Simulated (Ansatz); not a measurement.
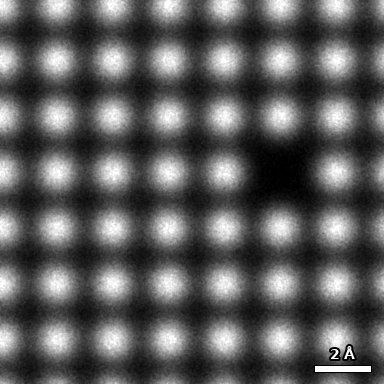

HAADF-like image of Cr (Im-3m, No. 229) along [001]. Simulation: incoherent imaging, intensity Z^1.7 per atom, probe width 1.16 Å, thin sample. The probe carries 15 % of its weight in a tail 2.5 times as wide. Shot noise was added.

The sample is 1 repeat (2.9 Å) thick. One point defect was put into the perfect crystal, without relaxing the atoms around it. Brightness is counted from the darkest point of the image. Host structure: the geometry given to an electronic-structure calculation, possibly off equilibrium.

Where is the defect (in Å from the left and the top edge), and what does its contrast suggest?

Answer. At about 10 Å from the left and 6 Å from the top. The column has all but vanished there, which points to a vacancy or a much lighter atom. The column holds 1 atom (Cr) through the sample, and one Cr atom is missing, so its peak vanishes.
